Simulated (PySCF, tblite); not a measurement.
# C₃H₁₂N₃PSi: geometry, infrared bands and NMR shifts

What infrared bands and NMR shifts should C₃H₁₂N₃PSi (`C=N[Si@](N)(P)N(C)C`) show?

The runs use tblite 0.8.0 and PySCF 2.14.0, with density-fitted response routines of our own; the level of theory stands in each step. All values are computed, except where a source is named. Atoms count from 0, in the outputs and in this text.

### Step 1. The molecule as given

20 atoms, charge 0, multiplicity 1; geometry from: force field or distance geometry start.

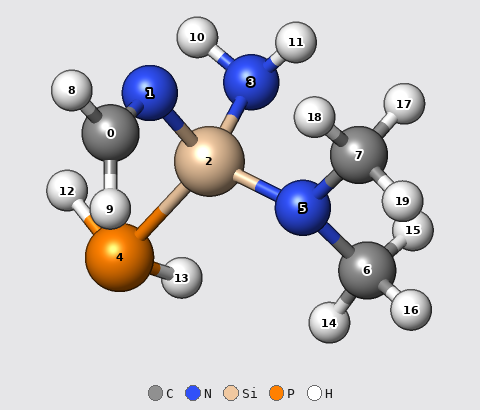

The starting geometry (carbon grey, nitrogen blue, silicon light orange, phosphorus orange, hydrogen white), atoms numbered.

### Step 2. Relaxing the molecule with GFN2-xTB

What the job is given:

```
{"job": {"kind": "relax", "xc": "GFN2-xTB", "basis": "xTB"}, "charge": 0, "multiplicity": 1}
C     -2.478200    -0.954000    -0.511300
N     -1.784100    -0.749500     0.537200
Si    -0.519600     0.400900     0.443300
N      0.132300     0.301400     1.963600
P     -1.242600     2.403200     0.075400
N      0.667800    -0.172000    -0.601300
C      1.884200     0.621800    -0.876400
C      1.057200    -1.586500    -0.643200
H     -3.299300    -1.693700    -0.474800
H     -2.351000    -0.439100    -1.476500
H     -0.663700     0.283100     2.604800
H      0.503000    -0.650500     2.036600
H     -1.931600     2.585100     1.300200
H     -0.072100     3.086000     0.481300
H      1.647400     1.680800    -1.066200
H      2.587500     0.577600    -0.022700
H      2.398700     0.264100    -1.769900
H      1.677200    -1.876800     0.207400
H      0.175100    -2.248000    -0.649700
H      1.606500    -1.823100    -1.560900
```

On the command line:

```
$ OMP_NUM_THREADS=1 python probes_run.py task.json out
```

One launch serves the whole session: the jobs run in the order shown.

What it wrote:

```text
step      E/eV     max force
  0    -694.62800    3.676
  1    -694.94928    2.795
  2    -695.06630    1.382
  3    -695.14747    0.624
  4    -695.20680    0.580
  5    -695.26411    0.686
  6    -695.30424    0.703
  7    -695.34581    0.541
  8    -695.37818    0.498
  9    -695.40293    0.582
 10    -695.42261    0.395
 11    -695.43647    0.293
 12    -695.44652    0.243
 13    -695.45335    0.241
 14    -695.45780    0.164
 15    -695.46119    0.138
 16    -695.46405    0.122
 17    -695.46679    0.164
 18    -695.46950    0.133
 19    -695.47231    0.125
 20    -695.47542    0.125
 21    -695.47858    0.129
 22    -695.48135    0.147
 23    -695.48389    0.123
 24    -695.48634    0.108
 25    -695.48862    0.141
 26    -695.49059    0.117
 27    -695.49202    0.088
 28    -695.49316    0.086
 29    -695.49460    0.115
 30    -695.49669    0.158
 31    -695.49921    0.140
 32    -695.50152    0.109
 33    -695.50337    0.096
 34    -695.50514    0.123
 35    -695.50746    0.160
 36    -695.51021    0.148
 37    -695.51278    0.150
 38    -695.51469    0.119
 39    -695.51607    0.103
 40    -695.51704    0.061
 41    -695.51763    0.057
 42    -695.51803    0.062
 43    -695.51848    0.065
 44    -695.51920    0.074
 45    -695.52051    0.089
 46    -695.52271    0.097
 47    -695.52437    0.105
 48    -695.52612    0.099
 49    -695.52810    0.117
 50    -695.52998    0.132
 51    -695.53118    0.094
 52    -695.53214    0.065
 53    -695.53286    0.062
 54    -695.53385    0.095
 55    -695.53484    0.107
 56    -695.53573    0.074
 57    -695.53614    0.041
 58    -695.53639    0.038
 59    -695.53667    0.050
 60    -695.53707    0.061
 61    -695.53747    0.043
 62    -695.53777    0.041
 63    -695.53803    0.045
 64    -695.53829    0.044
 65    -695.53864    0.035
 66    -695.53885    0.030
 67    -695.53911    0.034
 68    -695.53935    0.037
 69    -695.53961    0.037
 70    -695.53987    0.039
 71    -695.54013    0.035
 72    -695.54039    0.041
 73    -695.54073    0.046
 74    -695.54125    0.065
 75    -695.54200    0.095
 76    -695.54296    0.104
 77    -695.54408    0.081
 78    -695.54512    0.103
 79    -695.54480    0.204
 80    -695.54672    0.070
 81    -695.54745    0.072
 82    -695.54864    0.054
 83    -695.54886    0.044
 84    -695.54933    0.045
 85    -695.54964    0.041
 86    -695.55034    0.073
 87    -695.55119    0.096
 88    -695.55196    0.089
 89    -695.55268    0.175
 90    -695.55383    0.082
 91    -695.55484    0.070
 92    -695.55607    0.085
 93    -695.55789    0.116
 94    -695.56024    0.156
 95    -695.56401    0.161
 96    -695.56699    0.174
 97    -695.56990    0.198
 98    -695.57202    0.118
 99    -695.57522    0.099
100    -695.57709    0.064
101    -695.57800    0.058
102    -695.57851    0.052
103    -695.57911    0.050
104    -695.57980    0.073
105    -695.58048    0.048
106    -695.58097    0.055
107    -695.58134    0.049
108    -695.58172    0.061
109    -695.58246    0.060
110    -695.58332    0.058
111    -695.58420    0.096
112    -695.58486    0.085
113    -695.58538    0.061
114    -695.58588    0.055
115    -695.58631    0.061
116    -695.58661    0.054
117    -695.58714    0.055
118    -695.58761    0.059
119    -695.58809    0.058
120    -695.58851    0.070
121    -695.58888    0.051
122    -695.58917    0.035
123    -695.58942    0.050
124    -695.58967    0.053
125    -695.58992    0.040
126    -695.59019    0.033
127    -695.59045    0.032
128    -695.59066    0.033
129    -695.59080    0.033
130    -695.59092    0.032
131    -695.59104    0.027
132    -695.59118    0.032
133    -695.59131    0.031
134    -695.59140    0.026
135    -695.59148    0.017
136    -695.59154    0.019
137    -695.59159    0.021
138    -695.59165    0.023
139    -695.59170    0.025
140    -695.59175    0.020
141    -695.59179    0.013
142    -695.59185    0.021
143    -695.59191    0.031
144    -695.59200    0.037
145    -695.59209    0.034
146    -695.59218    0.026
147    -695.59227    0.021
148    -695.59237    0.024
149    -695.59248    0.029
150    -695.59256    0.023
151    -695.59262    0.015
152    -695.59267    0.014
153    -695.59273    0.015
154    -695.59277    0.012
155    -695.59280    0.012
156    -695.59281    0.008
```

Wall time 2.4 s (1 thread of Arm Neoverse N1, shared host).

Step by step: (not every step is listed)

```tsv
step	energy from step 0 (eV)	largest force (eV/Å)
0	0.0000	3.6765
1	-0.3213	2.7950
2	-0.4383	1.3820
3	-0.5195	0.6239
4	-0.5788	0.5801
5	-0.6361	0.6858
6	-0.6762	0.7032
7	-0.7178	0.5410
8	-0.7502	0.4979
22	-0.8533	0.1466
36	-0.8822	0.1481
50	-0.9020	0.1321
64	-0.9103	0.0441
78	-0.9171	0.1025
92	-0.9281	0.0852
106	-0.9530	0.0548
120	-0.9605	0.0697
134	-0.9634	0.0263
148	-0.9644	0.0236
151	-0.9646	0.0149
152	-0.9647	0.0139
153	-0.9647	0.0153
154	-0.9648	0.0117
155	-0.9648	0.0117
156	-0.9648	0.0084
```

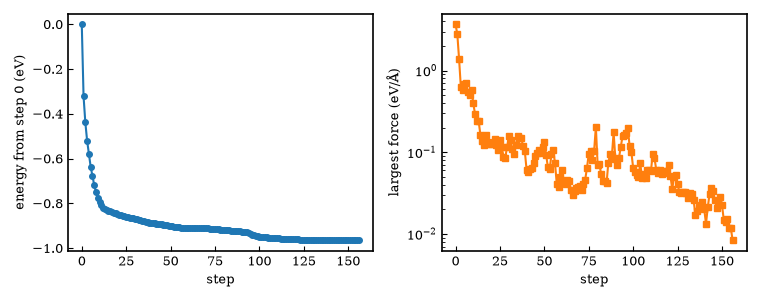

Energy and largest force along the relaxation.

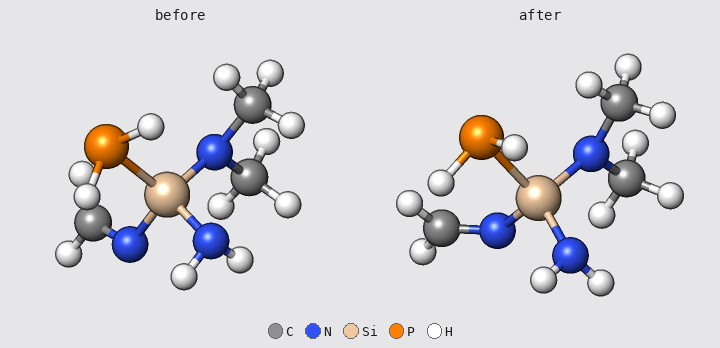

Before and after, at one scale.

Close pairs (by a distance rule), those that changed most:

```tsv
bond	before (Å)	after (Å)	change (Å)
Si2–P4	2.160	2.250	+0.089
Si2–N3	1.657	1.740	+0.083
N5–C6	1.478	1.438	-0.040
N1–Si2	1.712	1.749	+0.037
P4–H12	1.417	1.381	-0.036
P4–H13	1.415	1.380	-0.035
Si2–N5	1.682	1.714	+0.032
N5–C7	1.468	1.439	-0.029
```

The final coordinates are the input of the step that follows.

### Step 3. Harmonic vibrations with GFN2-xTB

What the job is given:

```
{"job": {"kind": "ir", "xc": "GFN2-xTB", "basis": "xTB"}, "charge": 0, "multiplicity": 1}
C     -2.796272    -0.728750    -0.425972
N     -1.647092    -0.947084     0.004677
Si    -0.396839     0.212709     0.392137
N     -0.065060     0.138106     2.098350
P     -0.953654     2.314537    -0.185741
N      0.922705    -0.277699    -0.586171
C      1.965832     0.637176    -0.965657
C      1.336907    -1.655711    -0.611553
H     -3.467548    -1.564394    -0.605741
H     -3.196013     0.269582    -0.646183
H     -0.731653     0.524651     2.748528
H      0.294459    -0.731524     2.461113
H     -2.096651     2.310959     0.589308
H     -0.218742     2.915200     0.816111
H      1.570250     1.652154    -0.979487
H      2.812878     0.598486    -0.269501
H      2.331670     0.390794    -1.966322
H      2.146410    -1.846414     0.103671
H      0.488740    -2.285303    -0.363416
H      1.694526    -1.916796    -1.611185
```

What it wrote:

```text
mode    cm-1     km/mol
  1      41.7      1.28
  2      67.8      6.13
  3      84.6      9.30
  4     114.8      1.21
  5     122.9      1.82
  6     136.9      3.74
  7     158.6      1.02
  8     174.5     13.75
  9     193.6     22.30
 10     206.9     10.14
 11     209.5      0.33
 12     265.5     13.20
 13     300.9      2.63
 14     325.0     23.60
 15     376.4      2.89
 16     473.0     43.86
 17     505.3     56.48
 18     528.3    157.69
 19     675.0     40.99
 20     686.5     22.21
 21     694.9     20.98
 22     760.5    157.75
 23     808.6    144.28
 24     859.6    150.75
 25    1003.7      5.53
 26    1041.1    124.25
 27    1059.3      7.46
 28    1090.9      0.75
 29    1124.9      3.42
 30    1144.9     26.60
 31    1156.8     14.09
 32    1217.5     51.80
 33    1311.4     82.12
 34    1411.0      0.94
 35    1421.3      0.10
 36    1443.2      0.89
 37    1472.4      1.17
 38    1485.5      8.43
 39    1496.2     11.44
 40    1504.0     33.96
 41    1507.1     10.71
 42    1758.3    101.24
 43    2316.1    130.14
 44    2402.6    144.23
 45    2829.1     94.55
 46    2888.4     12.42
 47    2889.5    142.18
 48    2948.4     13.75
 49    2951.8    116.00
 50    2977.3     54.49
 51    2999.4     49.38
 52    3057.4     20.63
 53    3451.6      3.06
 54    3488.4      2.19
```

It took 1.6 s on 1 thread of Arm Neoverse N1, shared host.

The strongest bands and the atoms that carry them (share of the mass-weighted mode):

```tsv
cm⁻¹	km/mol	atoms
528	157.7	H11 32 %, H10 31 %, N3 26 %
760	157.8	Si2 41 %, N1 19 %
809	144.3	H11 37 %, H10 26 %, Si2 16 %, N3 12 %
860	150.8	Si2 41 %, N3 41 %
1041	124.2	H14 26 %, C6 17 %, N5 15 %, C7 15 %
2316	130.1	H12 59 %, H13 38 %
2403	144.2	H13 59 %, H12 38 %
2890	142.2	H15 44 %, H17 42 %
```

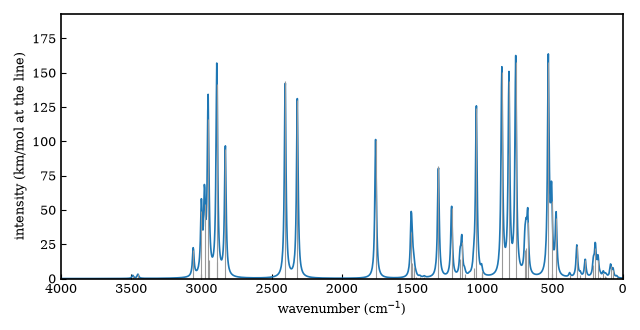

The infrared spectrum from these modes, unscaled. Lines are broadened to a width of 14 cm⁻¹ (Lorentzian).

### Step 4. NMR shieldings: PBE0/pcSseg-1

Same as in step 3 but for these lines:

```diff
@@ -1,2 +1,2 @@
-{"job": {"kind": "ir", "xc": "GFN2-xTB", "basis": "xTB"}, "charge": 0, "multiplicity": 1}
+{"job": {"kind": "nmr", "xc": "PBE0", "basis": "pcSseg-1"}, "charge": 0, "multiplicity": 1}
 C     -2.796272    -0.728750    -0.425972
```

With the program's defaults for keys left out, this is: GIAO PBE0/pcSseg-1 NMR shielding, non-relativistic, gas phase.

What it wrote:

```text
coarse grid: 17136 points
cycle   1  E = -915.9090816489  dE =  8.510e-01  |g| = 6.093e-01  |ddm| = 3.956e+00
cycle   2  E = -915.8072069556  dE =  1.019e-01  |g| = 9.153e-01  |ddm| = 1.369e+00
cycle   3  E = -915.9909222747  dE = -1.837e-01  |g| = 1.407e-01  |ddm| = 8.821e-01
cycle   4  E = -915.9949797959  dE = -4.058e-03  |g| = 5.140e-02  |ddm| = 1.349e-01
cycle   5  E = -915.9954940772  dE = -5.143e-04  |g| = 1.444e-02  |ddm| = 4.747e-02
cycle   6  E = -915.9955406601  dE = -4.658e-05  |g| = 3.565e-03  |ddm| = 1.713e-02
cycle   7  E = -915.9955431556  dE = -2.495e-06  |g| = 8.378e-04  |ddm| = 3.743e-03
final grid: 154920 points
cycle   8  E = -916.0352527191  dE = -3.358e-05  |g| = 9.616e-03  |ddm| = 2.658e-02
cycle   9  E = -916.0352414755  dE =  1.124e-05  |g| = 1.199e-02  |ddm| = 1.947e-02
cycle  10  E = -916.0352741166  dE = -3.264e-05  |g| = 1.668e-03  |ddm| = 1.122e-02
cycle  11  E = -916.0352747139  dE = -5.973e-07  |g| = 3.840e-04  |ddm| = 1.270e-03
cycle  12  E = -916.0352747408  dE = -2.690e-08  |g| = 1.464e-04  |ddm| = 3.603e-04
cycle  13  E = -916.0352747452  dE = -4.423e-09  |g| = 3.197e-05  |ddm| = 1.388e-04
cycle  14  E = -916.0352747454  dE = -2.090e-10  |g| = 6.307e-06  |ddm| = 3.519e-05
converged SCF energy = -916.0352747454

GIAO shielding tensors (ppm)
atom      isotropic    diamagn.    paramagn.     s11        s22        s33       span
  0 C       21.530     253.298    -231.768    -69.611      6.347    127.854    197.465
  1 N     -169.344     336.857    -506.201   -560.488   -211.236    263.693    824.182
  2 Si     361.899     884.405    -522.506    321.433    367.944    396.320     74.887
  3 N      227.259     320.898     -93.639    206.992    217.541    257.244     50.252
  4 P      626.979     970.111    -343.132    594.304    630.401    656.232     61.928
  5 N      231.942     330.119     -98.177    210.841    220.947    264.038     53.198
  6 C      146.287     245.391     -99.104    125.087    131.285    182.488     57.400
  7 C      149.084     245.885     -96.801    123.983    137.012    186.257     62.274
  8 H       23.475      28.714      -5.239     21.558     23.577     25.290      3.732
  9 H       23.459      31.530      -8.071     21.159     22.229     26.990      5.831
 10 H       31.112      32.357      -1.245     24.267     27.721     41.349     17.083
 11 H       30.473      32.987      -2.514     23.135     27.053     41.230     18.095
 12 H       30.844      32.136      -1.292     25.960     27.857     38.715     12.755
 13 H       30.755      31.901      -1.146     25.894     28.013     38.358     12.463
 14 H       28.916      31.352      -2.436     22.759     30.846     33.143     10.384
 15 H       29.166      29.761      -0.595     24.551     26.904     36.043     11.492
 16 H       29.251      29.604      -0.353     24.986     26.350     36.418     11.432
 17 H       29.287      30.210      -0.923     24.289     27.309     36.263     11.974
 18 H       27.874      31.147      -3.274     22.271     27.549     33.801     11.530
 19 H       29.418      29.822      -0.404     24.795     26.659     36.801     12.007
```

It took 95 s on 1 thread of Arm Neoverse N1, shared host; peak memory 0.95 GiB.

Shifts follow as δ = σ(reference) − σ, with reference shieldings (ppm) from runs at the same level and on the same kind of geometry: ¹H TMS 31.72, ¹³C TMS 186.9, ²⁹Si TMS 349.2, ¹⁵N NH3 267.7, ³¹P H3PO4 318.4. The references are single molecules in the gas phase, so shifts against H2O, NH3, PH3, H3PO4 or CFCl3 are not on the usual liquid scales and can be off by tens of ppm. Atoms listed in one row are averaged.

```tsv
atoms	environment	σ (ppm)	δ (ppm)	δ scaled to CDCl3
C0	C=N carbon	21.5	165.4	159.5
C6, C7	methyl carbon bonded to N	147.7	39.2	36.4
H9	hydrogen on a C=N carbon	23.46	8.26	7.89
H8	hydrogen on a C=N carbon	23.48	8.24	7.88
H14, H15, H16, H17, H18, H19	hydrogen on a methyl carbon bonded to N	28.99	2.73	2.68
H10, H11	hydrogen on a nitrogen bonded to Si	30.79	0.92	–
H12, H13	hydrogen on a phosphorus bonded to Si	30.80	0.92	–
N1	imine nitrogen	-169.3	437.1	–
N3	nitrogen bonded to Si, 2 H	227.3	40.5	–
N5	nitrogen bonded to 2 C, Si	231.9	35.8	–
Si2	silicon bonded to 3 N, P	361.9	-12.7	–
P4	phosphorus bonded to Si, 2 H	627.0	-308.6	–
```

The scaled column applies a straight-line fit of computed shieldings to shifts measured in CDCl3 (root-mean-square error 0.16 ppm for H, 1.9 ppm for C).

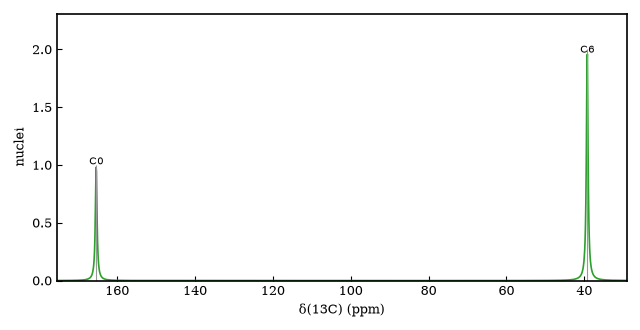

¹³C lines at the computed shifts, without couplings. Lines are broadened to a width of 0.50 ppm (Lorentzian).

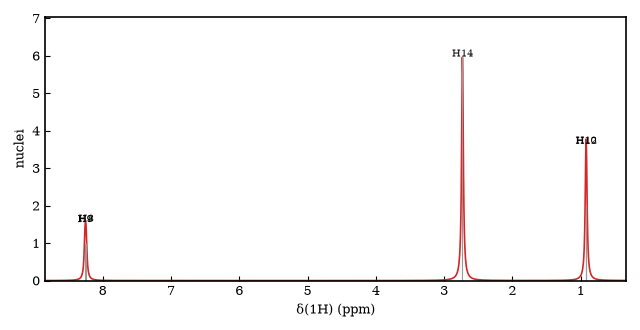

¹H lines at the computed shifts, without couplings. Lines are broadened to a width of 0.03 ppm (Lorentzian).

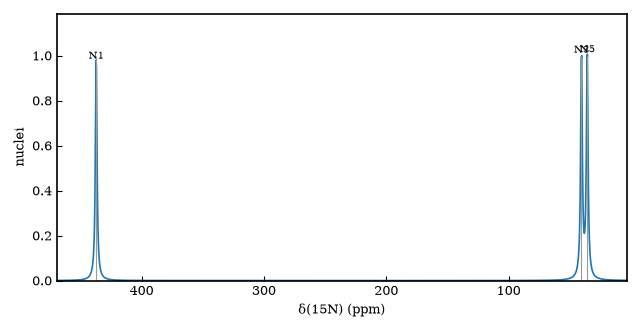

¹⁵N lines at the computed shifts, without couplings. Lines are broadened to a width of 2 ppm (Lorentzian).

Charges from the same density, by scheme (e):

```tsv
atoms	Mulliken	IAO	Hirshfeld	ESP fit
C0	0.03	-0.08	0.02	0.10
N1	-0.54	-0.53	-0.23	-0.52
Si2	0.98	1.17	0.40	0.84
N3	-0.61	-0.85	-0.33	-1.08
P4	-0.30	-0.16	-0.04	-0.50
N5	-0.78	-0.50	-0.18	-0.15
C6, C7	-0.07	-0.30	-0.07	-0.36
```

Hirshfeld charges:

C0 0.02; N1 -0.23; Si2 0.40; N3 -0.33; P4 -0.04; N5 -0.18; C6 -0.07; C7 -0.07; H8 0.05; H9 0.04; H10 0.11; H11 0.11; H12 -0.02; H13 -0.01; H14 0.03; H15 0.03; H16 0.04; H17 0.03; H18 0.04; H19 0.04

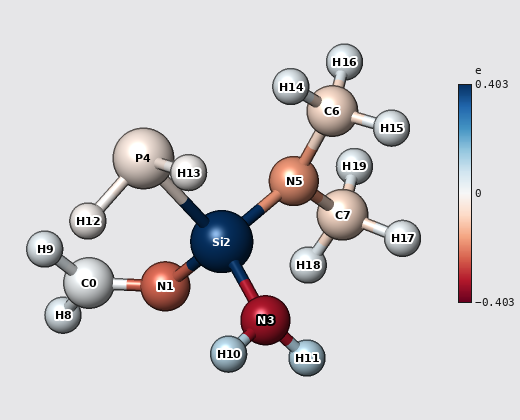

Hirshfeld charges, as colours on the atoms.

Mayer bond orders: C0–N1 1.99, N1–Si2 0.90, Si2–N3 1.06, Si2–P4 0.95, Si2–N5 1.00, N5–C6 0.97, N5–C7 0.96.

The fields below are evaluated on a grid from the run's orbitals.

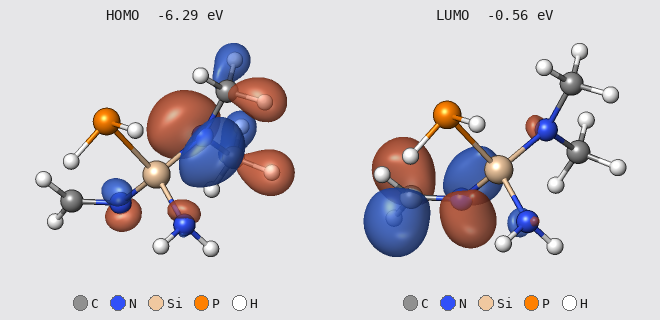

PBE0/pcSseg-1 orbitals near the gap, drawn at the value that encloses 70 % of each; the two colours are the two signs.

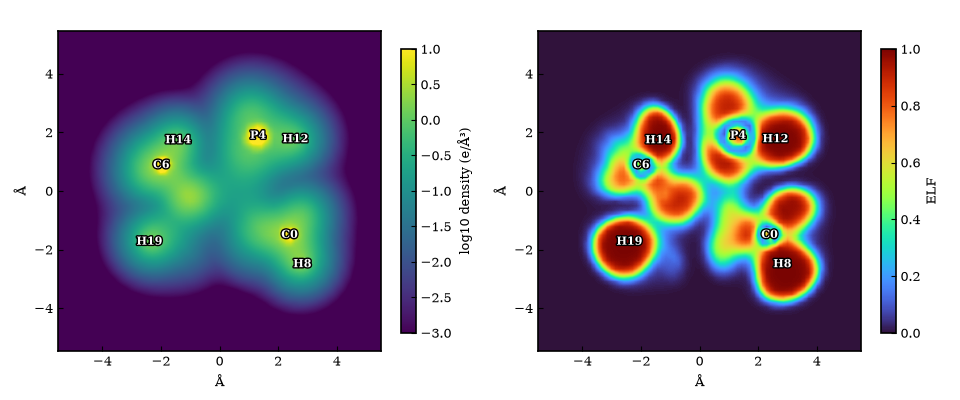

Density (left) and ELF (right) in a plane through or near 7 of the atoms.

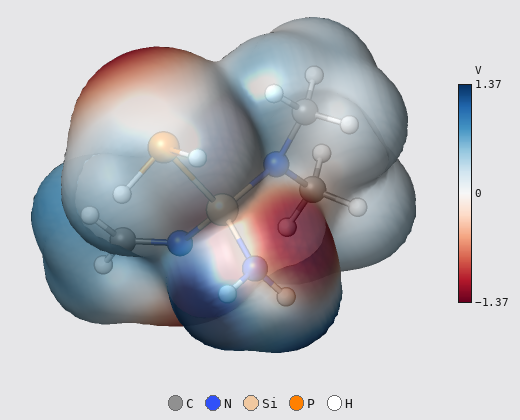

The potential that a unit positive charge feels on the 0.002 e/bohr³ surface, from -1.32 V near N1 to 1.37 V near H10.

### Step 5. What came out

| quantity | value |
| --- | --- |
| strongest single infrared mode (GFN2-xTB) | 760 cm⁻¹, 158 km/mol |
| zero-point energy (GFN2-xTB) | 96.7 kcal/mol |
| ¹³C shifts against TMS (PBE0/pcSseg-1, means over atoms taken as alike) | 165.4, 39.2 ppm |
| ¹H shifts against TMS (PBE0/pcSseg-1, means over atoms taken as alike) | 8.26, 8.24, 2.73, 0.92, 0.92 ppm |
| ¹⁵N shifts against NH3 (PBE0/pcSseg-1) | 437.1, 40.5, 35.8 ppm |
| ²⁹Si shifts against TMS (PBE0/pcSseg-1) | -12.7 ppm |
| ³¹P shifts against H3PO4 (PBE0/pcSseg-1) | -308.6 ppm |
| surface potential, least and greatest | -1.32 V and 1.37 V |

**Reading.** Relaxing lowered the energy by 0.965 eV in 156 steps; the close pair that moved most is Si2–P4, from 2.160 to 2.250 Å. All 54 modes are real, so the xTB geometry is a minimum. The strongest single mode, at 760 cm⁻¹, is spread over many atoms; the largest shares are those of Si2, N1. Unscaled tight-binding wavenumbers are off by several per cent, some by more. Its intensities can rank the bands wrongly. At PBE0/pcSseg-1: Shielding is most anisotropic at N1 (span 824 ppm, paramagnetic term -506 ppm). At PBE0/pcSseg-1, counted by nearest atom on the grid, the HOMO lies on N5 58 %; H15, H17 about 7 % each, the LUMO on C0 36 %; N1 33 %.
